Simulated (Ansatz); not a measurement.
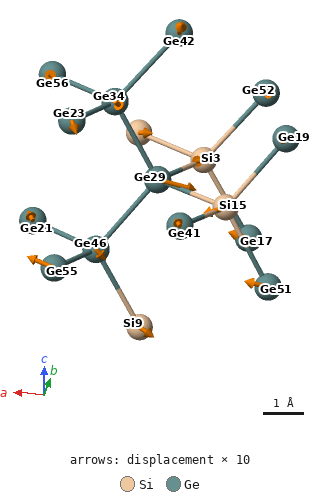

This is a relaxation of solid Si16Ge48 (a generated structure, set up in P1). The starting structure is drawn; orange arrows show the displacements, 10 times their true length.

The picture is a ball-and-stick view of the atoms within 4.2 Å of the atom that moves most (axes of the cell of the calculation), seen from a free direction.

Theory: Ansatz 0.2.0, DFT, PBEsol, PAW, plane waves. Settings: plane-wave cutoff 420 eV; k-point mesh 1 × 1 × 1; mesh shifted by (0.25, 0.25, 0.25); no spin polarisation; cell relaxed at fixed shape; force threshold 0.03 eV/Å; at most 80 steps.

**Describe the change and its energy.**

A Ge atom moves most relative to the cell: 0.11 Å roughly along −a. Largest moves by element: Ge 0.11 Å, Si 0.06 Å. The volume changes by −0.5 %, with a = b = c 11.230 → 11.210 Å (−0.2 %). Among the contacts that change: Si–Si 2.461 → 2.366 Å, Ge–Si 2.493 → 2.403 Å, Ge–Si 2.472 → 2.406 Å, Ge–Ge 2.408 → 2.457 Å. Bond angles that change, for instance: Si–Ge–Si 105.9° → 112.4°, Ge–Si–Ge 106.5° → 110.3°, Ge–Si–Ge 110.6° → 107.6°. The space group stays P1 (No. 1). The energy falls by 0.856 eV per cell of the calculation in 4 geometry steps. Largest force component: 1.1 eV/Å at the start, 0.024 eV/Å at the end. The pressure goes from −0.25 to 0.00 GPa. Cost: 7.7 s on 1 × NVIDIA GB300 Max-Q with 8 threads of Arm Neoverse-V2, peak memory 2.2 GiB.
